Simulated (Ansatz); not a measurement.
NbSnSe4

```
Nb Sn Se
1.0
     7.17712    0.00000    0.00000
     0.00000    8.03467    0.00000
     0.00000    0.00000   11.29757
Nb Sn Se
4 4 16
Cartesian
  1.7943 2.0087 8.4732
  5.3828 6.0260 2.8244
  1.7943 6.0260 2.8244
  5.3828 2.0087 8.4732
  0.0000 0.0000 0.0000
  3.5886 4.0173 5.6488
  0.0000 4.0173 0.0000
  3.5886 0.0000 5.6488
  1.9451 2.0087 11.0608
  5.5337 6.0260 5.4120
  1.6434 2.0087 5.8856
  5.2320 6.0260 0.2368
  1.6434 6.0260 5.4120
  5.2320 2.0087 11.0608
  1.9451 6.0260 0.2368
  5.5337 2.0087 5.8856
  0.0000 7.9448 2.7990
  3.5886 3.9275 8.4478
  0.0000 3.9275 8.4986
  3.5886 7.9448 2.8498
  0.0000 4.1072 2.7990
  3.5886 0.0898 8.4478
  0.0000 0.0898 8.4986
  3.5886 4.1072 2.8498
```

Space group Imma; a generated structure, not necessarily the stable one.

All numbers below come from DFT PBE, scalar-relativistic, plane waves, PAW (Ansatz).

### What can the converged valence pseudo-density and electron localisation function tell about the bonding?

Nb–Se (2.59 Å): ρ is about 0.48 e/Å³ halfway; the ELF is about 0.50 at the midpoint.
Sn–Se (2.80 Å): ρ at the midpoint is about 0.33 e/Å³; the ELF is about 0.55 at the midpoint.

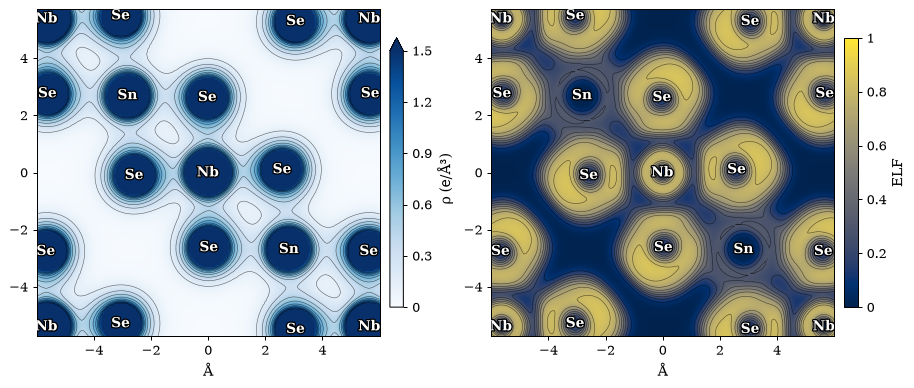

Computed valence pseudo-density and electron localisation function on the (11̄0) plane of the conventional cell, in this order. 
